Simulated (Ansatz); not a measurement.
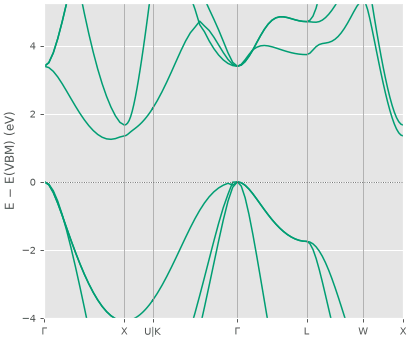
Band structure from PBE in the plane-wave PAW code Ansatz

Problem. Read off the gap and where the band edges lie.

Solution. About 1.2 eV (1.25 eV by a search for the band edges); maximum at Γ, minimum on the Γ–X line, 83 % of the way from Γ.

The material is BP (zinc blende, F-43m).

The PBE relaxation kept the symmetry of its start; phonons on a q-mesh show no instability. The volume moved by 18 % from the start of the relaxation.

Potentials: the later of the program's two PAW sets.
